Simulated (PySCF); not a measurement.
**One shape, several levels: BSiNH6S (SMILES NBS[SiH3])**

Wanted: a comparison of 6 runs (HF/3-21G, HF/def2-SVP, B3LYP/6-31G*, PBE0/def2-SVP, B3LYP/def2-TZVP, CCSD(T)/3-21G) of BSiNH6S. 

Program for the calculation: PySCF 2.14.0.

1 further run of the same task is left out (set aside as unsound or not needed).

## 1. The molecule

BSiNH6S: 10 atoms, total charge 0, spin state singlet. SMILES: `NBS[SiH3]`. The shape is that of a GFN2-xTB optimisation. This is one conformer, not always the lowest.

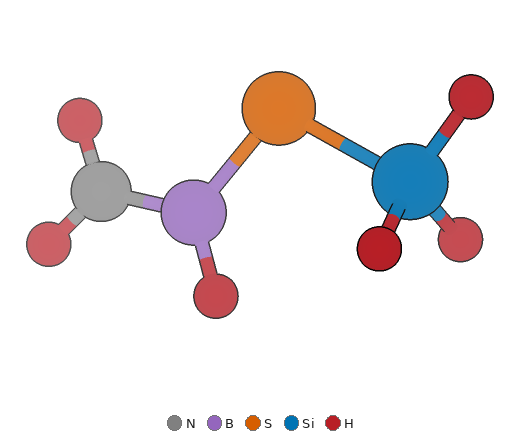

Viewed from a chosen angle; nitrogen grey, boron purple, sulfur orange, silicon blue, hydrogen red.

## 2. Energy and gradient at HF/3-21G (run 1)

Contents of job.py:

```python
from pyscf import gto

molecule = gto.Mole()
molecule.atom = '''
N        0.256210       2.272300       0.511160
B       -0.142750       0.999850       0.148950
S        1.018680      -0.365900       0.372360
Si      -0.042260      -2.056480      -0.403450
H        1.170270       2.465720       0.887060
H       -0.323140       3.089770       0.431510
H       -1.213410       0.813570      -0.287550
H       -1.357250      -2.132750       0.223580
H       -0.178660      -1.914650      -1.849790
H        0.812310      -3.171440      -0.033830
'''
molecule.verbose = 4
molecule.max_memory = 1860
molecule.basis = '3-21g'
molecule.spin = 0
molecule.build()

myscf = molecule.RHF()
myscf.conv_tol = 1e-10
myscf.kernel()
if not myscf.converged:
    myscf = myscf.newton().run(myscf.mo_coeff, myscf.mo_occ)

etot = myscf.e_tot
print('E = %.10f Eh' % etot)
grad = myscf.nuc_grad_method().kernel()
myscf.analyze()
```

Started as:

```
OMP_NUM_THREADS=1 python job.py
```

Log:

```text
PySCF version 2.14.0

[... 83 lines left out ...]
DFT Exchange-Correlation Energy =      -58.037333823219456
[... 9 lines left out ...]
MO #8   energy= -6.54778309260991  occ= 2
[... 7 lines left out ...]
MO #16  energy= -0.706008599109267 occ= 2
[... 7 lines left out ...]
MO #24  energy= -0.357483896796248 occ= 2
[... 7 lines left out ...]
MO #32  energy= 0.330464656039143  occ= 0
[... 7 lines left out ...]
MO #40  energy= 0.680201576521505  occ= 0
[... 7 lines left out ...]
MO #48  energy= 1.33772713993374   occ= 0
[... 7 lines left out ...]
MO #56  energy= 2.75734542795405   occ= 0
[... 69 lines left out ...]
Dipole moment(X, Y, Z, Debye): -1.54606,  1.47507, -0.44270
```

Run time: 6.7 s. Hardware: 1 thread of Intel Xeon at 2.50GHz (Skylake/Cascade Lake), shared host; peak memory 0.13 GiB.

## 3. Energy and forces at HF/def2-SVP (run 2)

Contents of calc.py:

```python
from pyscf import gto

mol = gto.M(
    atom='''
N    0.256210   2.272300   0.511160
B   -0.142750   0.999850   0.148950
S    1.018680  -0.365900   0.372360
Si  -0.042260  -2.056480  -0.403450
H    1.170270   2.465720   0.887060
H   -0.323140   3.089770   0.431510
H   -1.213410   0.813570  -0.287550
H   -1.357250  -2.132750   0.223580
H   -0.178660  -1.914650  -1.849790
H    0.812310  -3.171440  -0.033830
''',
    verbose=3,
    max_memory=1860,
    charge=0,
    basis='def2-svp',
)

mf = mol.RHF()
mf.conv_tol = 1e-10
mf.kernel()
if not mf.converged:
    mf = mf.newton().run(mf.mo_coeff, mf.mo_occ)

e_final = mf.e_tot
print('E = %.10f Eh' % e_final)
grad = mf.nuc_grad_method().kernel()
dip = mf.dip_moment()
pop, q = mf.mulliken_pop()
```

Started as:

```
OMP_NUM_THREADS=1 python calc.py
```

Log:

```text
converged SCF energy = -768.906440665962
[... 9 lines left out ...]
Dipole moment(X, Y, Z, Debye): -0.78883,  1.46732, -0.10227
[... 105 lines left out ...]
charge of    9H =     -0.13366
```

Run time: 21 s. Hardware: 1 thread of Intel Xeon at 2.50GHz (Skylake/Cascade Lake), shared host; peak memory 0.19 GiB.

Run 3 isn't shown in full; the table further down has it.

## 4. Energy and gradient at PBE0/def2-SVP (run 4)

Contents of input.py:

```python
# NBS[SiH3]
from pyscf import gto, dft

molecule = gto.M(
    atom='''
N        0.256210       2.272300       0.511160
B       -0.142750       0.999850       0.148950
S        1.018680      -0.365900       0.372360
Si      -0.042260      -2.056480      -0.403450
H        1.170270       2.465720       0.887060
H       -0.323140       3.089770       0.431510
H       -1.213410       0.813570      -0.287550
H       -1.357250      -2.132750       0.223580
H       -0.178660      -1.914650      -1.849790
H        0.812310      -3.171440      -0.033830
''',
    verbose=4,
    max_memory=1860,
    basis='def2-svp',
    charge=0,
    spin=0,
)

calc0 = dft.RKS(molecule, xc='pbe0')
calc0.conv_tol = 1e-10
calc0.grids.level = 5
calc0.kernel()
if not calc0.converged:
    calc0 = calc0.newton().run(calc0.mo_coeff, calc0.mo_occ)

energy = calc0.e_tot
print('E = %.10f Eh' % energy)
grad = calc0.nuc_grad_method().kernel()
calc0.analyze()
```

Started as:

```
OMP_NUM_THREADS=1 python input.py
```

Log:

```text
PySCF version 2.14.0

[... 95 lines left out ...]
Two-electron Energy =                  485.750056665956606
[... 13 lines left out ...]
MO #10  energy= -3.68007105202588  occ= 2
[... 11 lines left out ...]
MO #22  energy= -0.330839863467342 occ= 2
[... 11 lines left out ...]
MO #34  energy= 0.21379682080116   occ= 0
[... 11 lines left out ...]
MO #46  energy= 0.550694622896695  occ= 0
[... 11 lines left out ...]
MO #58  energy= 0.870642367829276  occ= 0
[... 11 lines left out ...]
MO #70  energy= 1.37436096700665   occ= 0
[... 11 lines left out ...]
MO #82  energy= 1.90733323200549   occ= 0
[... 11 lines left out ...]
MO #94  energy= 3.41557720229501   occ= 0
[... 107 lines left out ...]
Dipole moment(X, Y, Z, Debye): -0.52931,  1.67725,  0.03850
```

Run time: 1.8 min. Hardware: 1 thread of Intel Xeon at 2.50GHz (Skylake/Cascade Lake), shared host; peak memory 0.92 GiB.

Run 5 isn't shown in full; the table further down has it.

## 5. The energy at CCSD(T)/3-21G (run 6)

Contents of run.py:

```python
from pyscf import gto, scf, cc

mol = gto.M(
    atom='''
N      0.484167     4.294025     0.965952
B     -0.269758     1.889443     0.281475
S      1.925026    -0.691451     0.703658
Si    -0.079860    -3.886184    -0.762410
H      2.211490     4.659536     1.676300
H     -0.610646     5.838819     0.815436
H     -2.293013     1.537424    -0.543391
H     -2.564831    -4.030313     0.422505
H     -0.337618    -3.618164    -3.495596
H      1.535043    -5.993153    -0.063929
''',
    charge=0,
    basis='3-21g',
    unit='bohr',
    max_memory=1860,
    verbose=3,
)

hf = scf.RHF(mol)
hf.conv_tol = 1e-10
hf.kernel()
if not hf.converged:
    hf = hf.newton().run(hf.mo_coeff, hf.mo_occ)

mycc = cc.CCSD(hf, frozen=12)
mycc.kernel()
e_t = mycc.ccsd_t()
energy = mycc.e_tot + e_t
print(f'total energy: {energy:.8f} hartree')
dip = hf.dip_moment()
pop, q = hf.mulliken_pop()
```

Started as:

```
OMP_NUM_THREADS=1 python run.py
```

Log:

```text
converged SCF energy = -765.208599052803
E(CCSD) = -765.51862067088  E_corr = -0.3100216180774259
CCSD(T) correction = -0.00745094118486178
total energy: -765.52607161 hartree
Dipole moment(X, Y, Z, Debye): -1.54606,  1.47507, -0.44270
 ** Mulliken pop  **
pop of  0 N 1s            1.98719
pop of  0 N 2s            0.36296
pop of  0 N 3s            1.29693
pop of  0 N 2px           0.58164
pop of  0 N 2py           0.60965
pop of  0 N 2pz           0.67359
pop of  0 N 3px           0.72228
pop of  0 N 3py           0.70270
pop of  0 N 3pz           0.97711
pop of  1 B 1s            1.98805
pop of  1 B 2s            0.39880
pop of  1 B 3s            0.44711
pop of  1 B 2px           0.51218
pop of  1 B 2py           0.50089
pop of  1 B 2pz           0.23196
pop of  1 B 3px           0.21108
pop of  1 B 3py           0.05611
pop of  1 B 3pz           0.21161
pop of  2 S 1s            1.99856
pop of  2 S 2s            1.96148
pop of  2 S 3s            0.94962
pop of  2 S 4s            1.04728
pop of  2 S 2px           1.96379
pop of  2 S 2py           1.95973
pop of  2 S 2pz           1.96564
pop of  2 S 3px           0.84933
pop of  2 S 3py           0.77583
pop of  2 S 3pz           0.88625
pop of  2 S 4px           0.79376
pop of  2 S 4py           0.47329
pop of  2 S 4pz           0.93939
pop of  3 Si 1s           1.99863
pop of  3 Si 2s           1.97455
pop of  3 Si 3s           0.71132
pop of  3 Si 4s           0.49879
pop of  3 Si 2px          1.95799
pop of  3 Si 2py          1.95559
pop of  3 Si 2pz          1.95825
pop of  3 Si 3px          0.55708
pop of  3 Si 3py          0.50666
pop of  3 Si 3pz          0.55872
pop of  3 Si 4px          0.13990
pop of  3 Si 4py          0.10067
pop of  3 Si 4pz          0.17740
pop of  4 H 1s            0.43997
pop of  4 H 2s            0.21795
pop of  5 H 1s            0.44346
pop of  5 H 2s            0.22000
pop of  6 H 1s            0.46753
pop of  6 H 2s            0.56081
pop of  7 H 1s            0.43392
pop of  7 H 2s            0.74067
pop of  8 H 1s            0.43413
pop of  8 H 2s            0.73939
pop of  9 H 1s            0.43508
pop of  9 H 2s            0.73574
 ** Mulliken atomic charges  **
charge of    0N =     -0.91406
charge of    1B =      0.44222
charge of    2S =     -0.56396
charge of    3Si =      0.90444
charge of    4H =      0.34208
charge of    5H =      0.33654
charge of    6H =     -0.02834
charge of    7H =     -0.17459
charge of    8H =     -0.17351
charge of    9H =     -0.17082
```

Run time: 13 s. Hardware: 1 thread of Intel Xeon at 2.50GHz (Skylake/Cascade Lake), shared host; peak memory 0.16 GiB.

## 6. The series

| run | level | Cartesian functions | integration grid | energy (Eh) | dipole moment (D) of the reference | HOMO energy (eV) | LUMO energy (eV) | wall time |
| --- | --- | --- | --- | --- | --- | --- | --- | --- |
| 1 | HF/3-21G | no | – | -765.208599 | 2.18 | -9.73 | 3.65 | 6.7 s |
| 2 | HF/def2-SVP | no | – | -768.906441 | 1.67 | -9.71 | 4.07 | 21 s |
| 3 | B3LYP/6-31G* (Cartesian functions) | yes | 5 | -770.981975 | 1.74 | -6.59 | 0.30 | 86 s |
| 4 | PBE0/def2-SVP | no | 5 | -770.339334 | 1.76 | -6.95 | 0.52 | 1.8 min |
| 5 | B3LYP/def2-TZVP | no | 5 | -771.085469 | 1.57 | -6.85 | -0.02 | 5.4 min |
| 6 | CCSD(T)/3-21G | no | – | -765.526072 | 2.18 | -9.73 | 3.65 | 13 s |

## 7. Summary of results

| quantity | value |
| --- | --- |
| run 6: total energy | -765.52607 Eh |
| run 6: dipole moment (Hartree–Fock density) | 2.18 D |
| run 6: HOMO energy (Hartree–Fock orbitals) | -9.73 eV |
| run 6: LUMO energy (Hartree–Fock orbitals) | 3.65 eV |
| run 6: HOMO–LUMO gap (Hartree–Fock orbitals) | 13.38 eV |
| run 6: correlation energy (12 core orbitals frozen) | -317.5 mEh |
| run 6: (T) correction | -7.45 mEh |
| run 6: T1 diagnostic | 0.014 |

**Reading.** Over runs 1, 2, 3, 4, 5 the dipole moment (its size) runs from 1.57 D (B3LYP/def2-TZVP) to 2.18 D (HF/3-21G). The two ends differ in method and basis. Over runs 1, 2, 3, 4, 5 the HOMO–LUMO gap runs from 6.84 eV (B3LYP/def2-TZVP) to 13.78 eV (HF/def2-SVP). Totals of different functionals can't be ranked against each other. All runs together took 9.3 min, the longest 5.4 min.
